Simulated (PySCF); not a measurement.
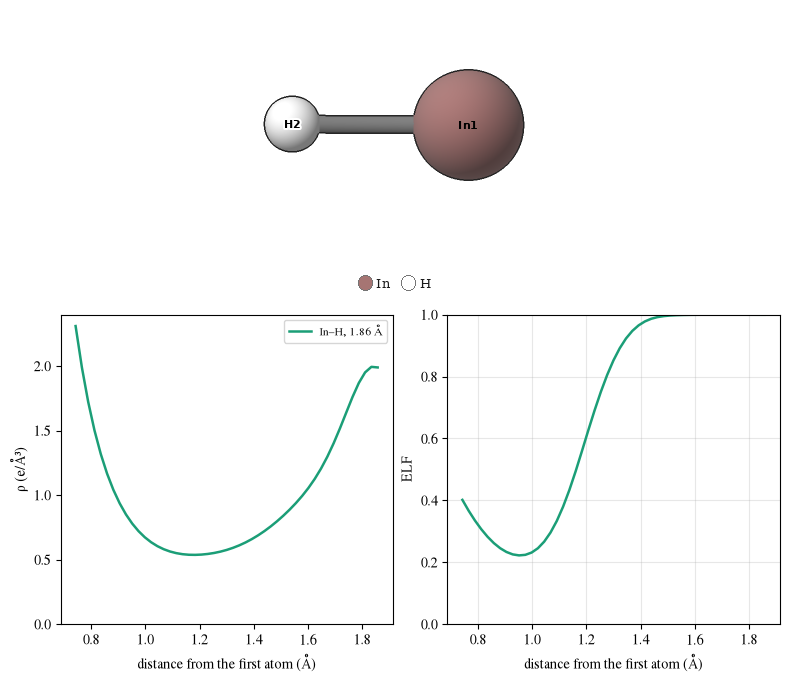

*InH (charge +1, doublet). Electron density and electron localisation function along straight lines between neighbouring atoms. The curves leave out the atomic cores. The structure is drawn too.*

Core potentials replace the inner electrons of In.

The calculation used PBE0/def2-TZVP, non-relativistic Hamiltonian with scalar-relativistic core potentials where named, at a bond length of 1.857 Å (PySCF).

Question: What can be read from the curves?

Answer: In–H (1.86 Å): ρ at the midpoint is about 0.85 e/Å³; the ELF climbs to about 1 towards the hydrogen.
